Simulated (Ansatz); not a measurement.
Start from ZnSiP$_{2}$ in the chalcopyrite structure (space group I-42d, No. 122; a = 5.378 Å, c = 10.466 Å).

Modification: a hydrostatic pressure of 1.8 GPa.

Calculations: Ansatz (a quantum-chemistry and plane-wave program) r2SCAN, without spin-orbit coupling.

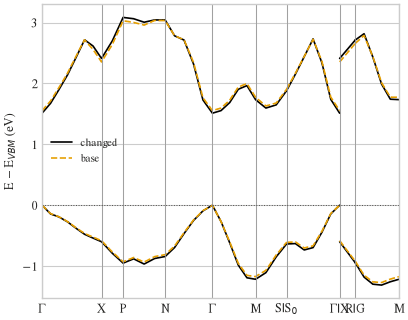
Highest valence and lowest conduction band along the path, each from its own valence-band maximum

Question: From the figure, how large is the changed gap, and is it direct?

Answer: About 1.5 eV, direct at Γ.

Load acts through the strain it causes; cell and atoms are relaxed under it. Stability against distortions was not tested.
